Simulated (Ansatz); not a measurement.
# Calculations on CH2B

**1. Relaxation**

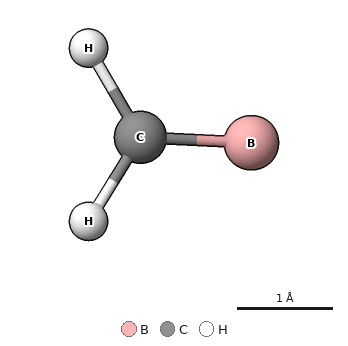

Starting structure of CH$_{2}$B (multiplicity 2). A ball-and-stick model, seen at a tilt.

Computed with UKS PBE0-D4/def2-TZVP in Ansatz.

Input
```yaml
crystal:
  periodic: [false, false, false]
  atoms:
    - {symbol: B, position_ang: [0.154037, -0.971637, 0.880814]}
    - {symbol: C, position_ang: [0.012179, -0.076876, 0.069683]}
    - {symbol: H, position_ang: [0.596441, 0.836732, 0.123297]}
    - {symbol: H, position_ang: [-0.704659, -0.154043, -0.742162]}
basis:
  gaussian: {orbitals: def2-TZVP}
magnetization: {spin_polarized: true, initial_magnetization: 1}
hamiltonian: {xc: pbe0, dispersion: d4}
relax: {f_tol: 0.005, max_steps: 200, constraints: [{distance: [0, 1]}]}
```

> What does the optimiser find from here?

The largest moves after the best rigid fit, 0.027 Å, are those of H3 and H4. By element the largest moves are H 0.027 Å, C 0.017 Å, B 0.017 Å. Bond angles that change, for instance: H3–C2–H4 116.9° → 112.7°, B1–C2–H3 121.6° → 123.7°. Over 3 geometry steps the energy falls by 0.009 eV. Largest force component: 0.19 eV/Å at the start, 0.0036 eV/Å at the end. The run took about 6 core-seconds on a shared host.

Final geometry:

```xyz
4

B     0.1561   -0.9843    0.8922
C     0.0141   -0.0894    0.0812
H     0.5802    0.8384    0.1023
H    -0.6923   -0.1305   -0.7441
```

**2. Relaxation**

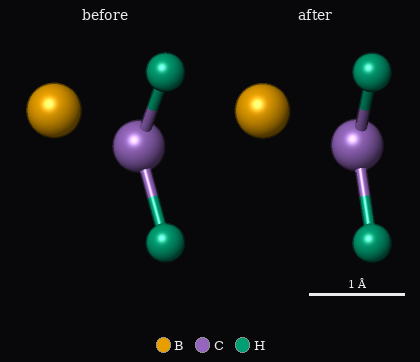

The structure of CH₂B (multiplicity 2) before (left) and after (right) a constrained relaxation, at one scale.

A ball-and-stick model, seen from a free direction.

These are results of UKS PBE0-D4/def2-TZVP in Ansatz 0.2.0, not measurements.

The input:
```yaml
crystal:
  periodic: [false, false, false]
  atoms:
    - {symbol: B, position_ang: [0.154037, -0.971637, 0.880814]}
    - {symbol: C, position_ang: [-0.058283, 0.367562, -0.333215]}
    - {symbol: H, position_ang: [0.525978, 1.281169, -0.279600]}
    - {symbol: H, position_ang: [-0.775121, 0.290395, -1.145059]}
basis:
  gaussian: {orbitals: def2-TZVP}
magnetization: {spin_polarized: true, initial_magnetization: 1}
hamiltonian: {xc: pbe0, dispersion: d4}
relax: {f_tol: 0.005, max_steps: 200, constraints: [{distance: [0, 1]}]}
```

> What changed between the two?

After 10 accepted moves (11 points after the start) the energy has fallen by 0.010 eV. The largest force component goes from 0.077 to 0.00045 eV/Å. The line search rejected the trial step at point 7 of the run. The forces were under the threshold at step 2, but the run went on from there. The largest move after the best rigid fit is that of C2, 0.098 Å. By element the largest moves are C 0.098 Å, H 0.038 Å, B 0.025 Å. The run took roughly 30 core-seconds on a shared host.

**3. Scan**

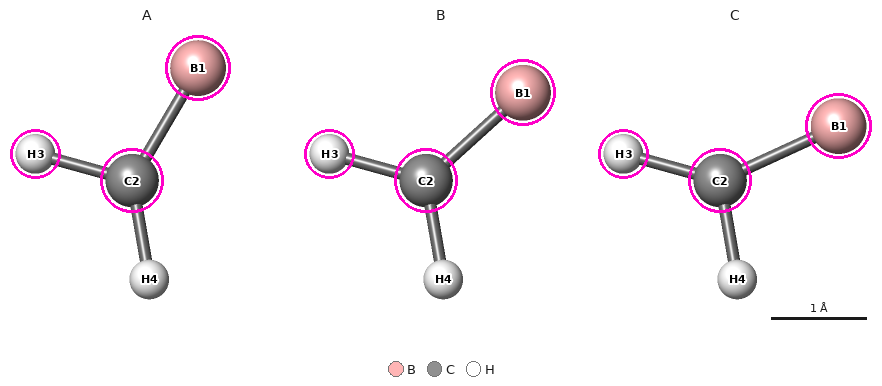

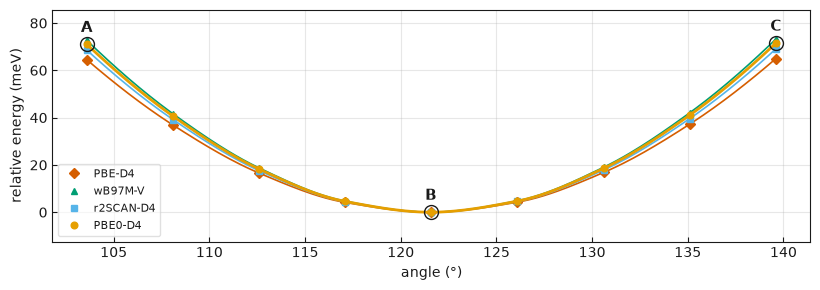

CH$_{2}$B (multiplicity 2): the B1–C2–H3 angle is varied, with the rest of the molecule carried along rigidly. The lettered frames are marked on the plot, at the values of PBE0-D4. A ball-and-stick model, seen onto the plane of the angle. The ringed atoms are those of the scanned coordinate.

Single-point energies from Ansatz with PBE0-D4, r2SCAN-D4, wB97M-V, PBE-D4 in the def2-TZVPP basis, on geometries moved rigidly from the minimum at PBE0-D4/def2-TZVP. Energies are counted from the PBE0-D4/def2-TZVP minimum geometry at the same level.

Read off the main features of the energy profile.

With PBE0-D4: the lowest computed point lies at the angle 121.6° (0.0 meV). At the ends of the scan the energy is 71.0 meV (103.6°) and 71.5 meV (139.6°). The curvature at the lowest point is about 1.5 eV/rad². At 139.6° the levels give PBE-D4 65.0 meV, r2SCAN-D4 69.1 meV, PBE0-D4 71.5 meV, wB97M-V 73.2 meV.
